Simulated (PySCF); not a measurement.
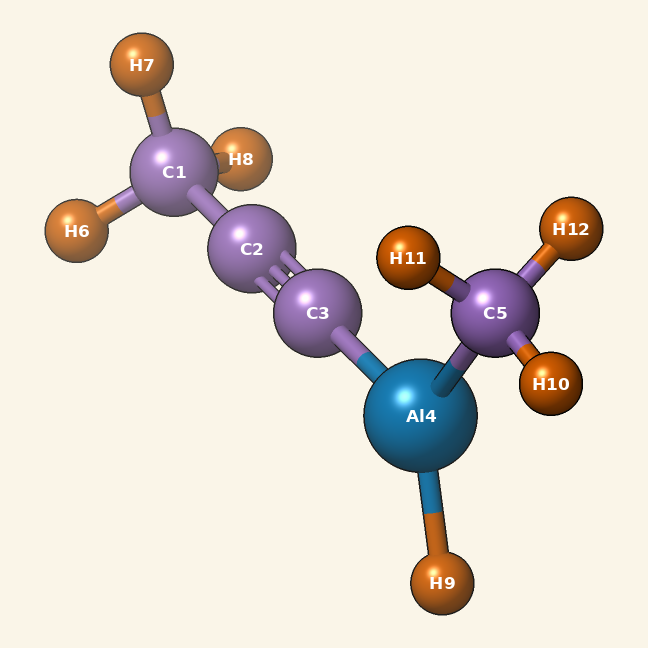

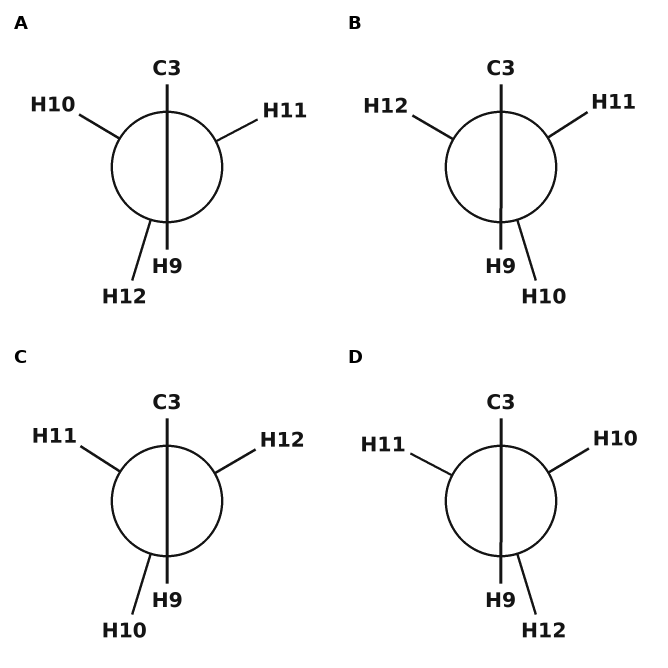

Atoms fade into the background with distance from the viewer. Bonds that would overlap in a projection are set slightly apart. Computed geometry: PBE0-D3(BJ)/def2-SVP optimisation. No frequency run is at hand to confirm it as a minimum.

### Which Newman projection shows the view along Al4–C5, with Al4 in front?

B. The torsion angle C3–Al4–C5–H10 is 179°, antiperiplanar (anti).
